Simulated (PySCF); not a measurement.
# CHFO: geometry, coupled-cluster ionisations and excitations

Aim: predict the coupled-cluster ionisations and excitations of CHFO (`O=CF`).

Computed with PySCF 2.14.0, with density-fitted response routines of our own, on a single molecule in the gas phase. Atoms count from 0, in the outputs and in this text.

## Step 1: Starting geometry

4 atoms, charge 0, multiplicity 1; geometry from: GFN2-xTB.

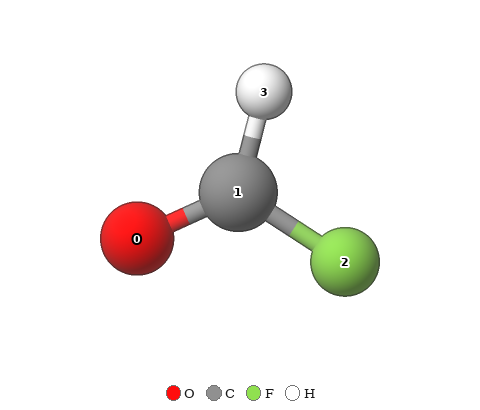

The starting geometry (oxygen red, carbon grey, fluorine green, hydrogen white), atoms numbered.

## Step 2: Geometry optimisation at PBE0-D3(BJ)/def2-TZVP

What the job is given:

```
{"job": {"xc": "PBE0", "basis": "def2-TZVP", "d3": "d3bj", "grid": 2, "kind": "geom"}, "charge": 0, "multiplicity": 1}
O     -1.050660    -0.496000     0.000450
C     -0.252100     0.360830    -0.000370
F      1.065720     0.112760    -0.000070
H     -0.406030     1.448290    -0.001430
```

Output:

```text
step   0  E = -213.64440247  max force = 0.007492
step   1  E = -213.64420196  max force = 0.008874
step   2  E = -213.64441174  max force = 0.004052
step   3  E = -213.64445678  max force = 0.002239
step   4  E = -213.64446629  max force = 0.000414
optimisation converged
```

Wall time 29 s (2 threads of Intel Xeon at 2.50GHz (Skylake/Cascade Lake), shared host).

Relaxation path: (the energy doesn't fall at every step)

```csv
step,energy from step 0 (eV),largest force component (eV/Å)
0,0.0000,0.3853
1,0.0055,0.4563
2,-0.0003,0.2084
3,-0.0015,0.1151
4,-0.0017,0.0213
```

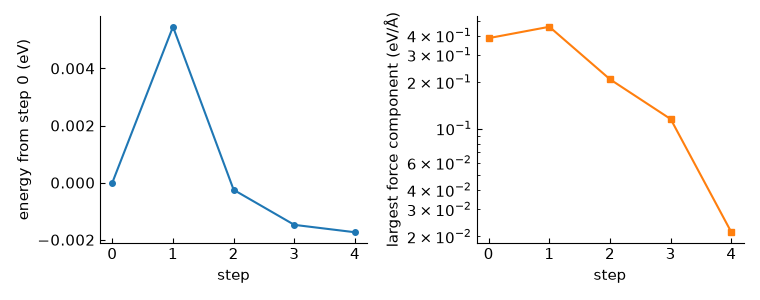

Energy and force, step by step.

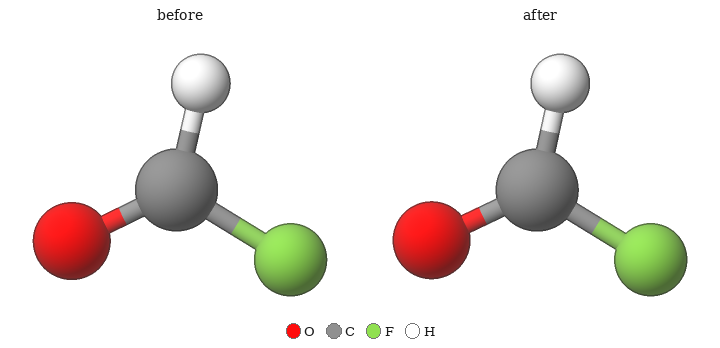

Before and after, at one scale.

Distances of close pairs at the start and the end, largest changes first:

```csv
bond,before (Å),after (Å),change (Å)
C1–F2,1.341,1.336,-0.005
O0–C1,1.171,1.174,+0.003
C1–H3,1.098,1.097,-0.002
```

The final coordinates are the input of the step that follows.

```csv
at the end point,value
point group (found at 0.08 Å tolerance),Cs
"rotational constants (GHz, main isotopes)","92.206, 11.862, 10.510"
dipole moment (D),2.09
```

## Step 3: EOM-CCSD: aug-cc-pVDZ

What the job is given:

```
{"job": {"kind": "eom", "basis": "aug-cc-pVDZ", "nip": 2, "nee": 6}, "charge": 0, "multiplicity": 1}
O     -1.054582    -0.490809     0.000475
C     -0.245707     0.360093    -0.000380
F      1.067527     0.112138    -0.000085
H     -0.410308     1.444458    -0.001430
```

Level: EOM-CCSD/aug-cc-pVDZ, vertical, frozen core, gas phase.

Output:

```text
E(HF) = -212.7787117534
E(MP2) = -213.3080064968
E(CCSD) = -213.3157618030
T1 diagnostic = 0.0170

EOM-IP-CCSD (eV)   Koopmans (eV)
  12.4169      13.9761
  14.4056      15.2609

EOM-EE-CCSD singlets (eV): 6.1189 8.9328 9.4717 9.5561 9.8102 10.1921

EOM-EE-CCSD triplets (eV): 5.6823 6.8718 8.8022
```

Wall time 2.7 min (2 threads of Intel Xeon at 2.50GHz (Skylake/Cascade Lake), shared host).

Ionisations by orbital:

```csv
hole,EOM-IP-CCSD (eV),Koopmans (eV),difference,one-hole weight
HOMO,12.42,13.98,-1.56,0.95
HOMO−1,14.41,15.26,-0.86,0.95
```

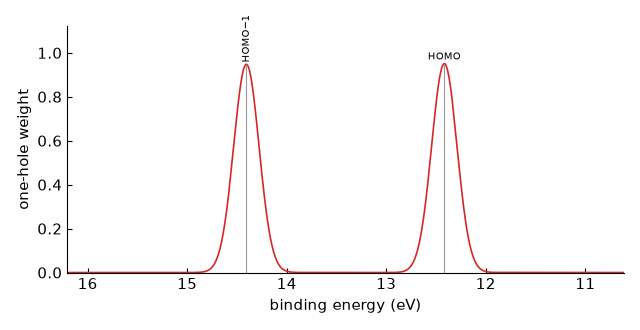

Valence photoelectron lines. Lines are broadened to a width of 0.30 eV (Gaussian).

Excited states (Hartree-Fock orbitals):

```csv
state,eV,main excitations
singlet 1,6.12,"HOMO→LUMO+4 0.67, HOMO→LUMO+1 0.25"
singlet 2,8.93,"HOMO→LUMO 0.75, HOMO→LUMO+5 0.15"
singlet 3,9.47,"HOMO→LUMO+2 0.41, HOMO−1→LUMO+4 0.27"
singlet 4,9.56,"HOMO−2→LUMO+4 0.65, HOMO−2→LUMO+1 0.28"
singlet 5,9.81,"HOMO→LUMO+3 0.46, HOMO→LUMO+2 0.20"
singlet 6,10.19,"HOMO→LUMO+1 0.68, HOMO→LUMO+4 0.26"
triplet 1,5.68,"HOMO→LUMO+4 0.66, HOMO→LUMO+1 0.26"
triplet 2,6.87,"HOMO−1→LUMO+4 0.66, HOMO−1→LUMO+1 0.24"
triplet 3,8.80,"HOMO→LUMO 0.74, HOMO→LUMO+5 0.17"
```

## Step 4: Outcome

| quantity | value |
| --- | --- |
| point group | Cs |
| rotational constants (main isotopes) | 92.21, 11.86, 10.51 GHz |
| correlation energy, MP2 and CCSD | -14.40, -14.61 eV |
| T1 diagnostic | 0.0170 |
| first ionisation (EOM-IP-CCSD) | 12.42 eV |
| lowest singlet (EOM-EE-CCSD) | 6.12 eV |

With PBE0/def2-TZVP, its start was all but relaxed already: 4 steps gained 1.7 meV. MP2 recovers 99 % of the CCSD correlation energy. For the hole of the first ionisation, Koopmans' theorem lies 1.56 eV above EOM-IP-CCSD.
